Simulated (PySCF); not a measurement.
Ge(Me)2(Et)(Vi), C₆H₁₄Ge, SMILES C[CH2][Ge]([CH3])([CH]=C)[CH3] at its GFN2-xTB optimised geometry (Å):

```
21

C     -1.7459    -1.1336    -2.5296
C     -0.9477    -1.6486    -1.6105
Ge    -0.3176    -0.7023     0.0000
C      1.6728    -0.7023     0.0000
C     -0.9770     1.1724     0.0000
C     -0.9898    -1.6852     1.6141
C     -0.5371    -1.0663     2.9281
H     -2.0697    -1.6879    -3.3988
H     -2.1135    -0.1226    -2.4525
H     -0.6046    -2.6688    -1.7330
H      2.0529    -0.2316    -0.9018
H      2.0565    -0.1540     0.8553
H      2.0612    -1.7156     0.0430
H     -0.5789     1.7156     0.8520
H     -0.6639     1.6881    -0.9030
H     -2.0612     1.2041     0.0540
H     -0.6487    -2.7200     1.5603
H     -2.0796    -1.7108     1.5765
H     -0.8922    -0.0410     3.0109
H     -0.9238    -1.6297     3.7765
H      0.5491    -1.0566     2.9929
```

Level of theory: PBE0/def2-SVP (PySCF).

Map of the log10 of the electron density (e/bohr³), floored at −4 on the plane z = 1.2 Å:

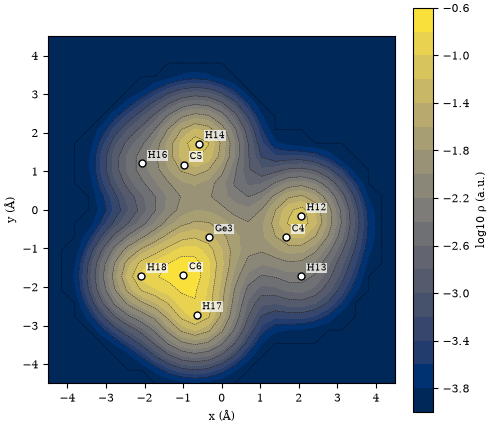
*Log10 of the electron density (e/bohr³), floored at −4 on the plane z = 1.2 Å.*
